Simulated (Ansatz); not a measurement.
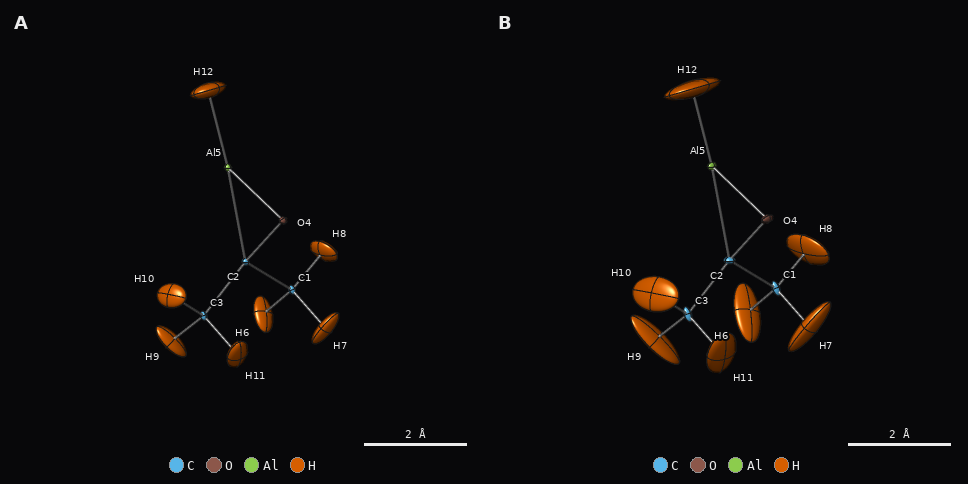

Displacement ellipsoids at the 50 % level, from the internal vibrations of the free molecule (harmonic, no overall translation or rotation; no half-axis is drawn under 0.075 Å). Vibrations computed with RKS PBE0-D4/def2-TZVP (Ansatz 0.2.0). One panel is for 298 K, the other for 900 K.

Question: Which panel is for 900 K?

Answer: B.

Question: How much does the mean-square displacement of H11 grow, and why?

Answer: U_eq goes from 0.0322 to 0.0768 Å², a factor of 2.4. Modes below kT (626 cm⁻¹ at 900 K) grow about in proportion to T, and the lowest lies at 187 cm⁻¹; the mean-square amplitude of a mode is its zero-point value times coth(ħω/2kT), which comes close to 1 only above about 3kT.
